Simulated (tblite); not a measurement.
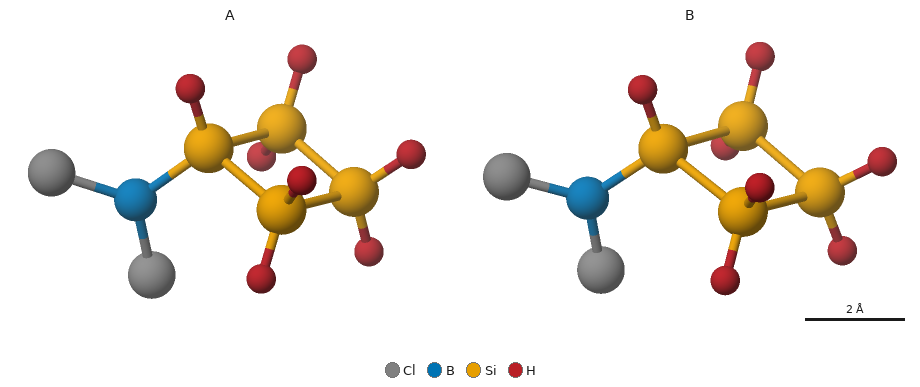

Two geometries of BSi4H7Cl2, drawn at one scale. One is the start of a relaxation, the other its converged end. The picture is a ball-and-stick view, seen from a free direction.

Theory: tblite, GFN2-xTB geometry optimisation, gas phase. 

Which of the two is the end point?

Structure B is the relaxed one. The largest moves after the best rigid fit, 0.29 Å, are those of H atoms. Largest moves by element: H 0.29 Å, Cl 0.25 Å, B 0.17 Å, Si 0.12 Å. Near-neighbour distances that change, for instance: Si–Si 2.218 → 2.379 Å, Si–Si 2.224 → 2.358 Å, B–Cl 1.831 → 1.728 Å, B–Cl 1.840 → 1.743 Å. Bond angles that change, for instance: H–Si–H 115.6° → 102.1°, H–Si–H 115.4° → 102.8°, Cl–B–Si 119.8° → 125.1°. After 47 geometry steps the energy has fallen by 93.2 kJ/mol. Cost: 0.57 s on 1 thread of Intel(R) Xeon(R) 6975P-C, with other jobs on the host.
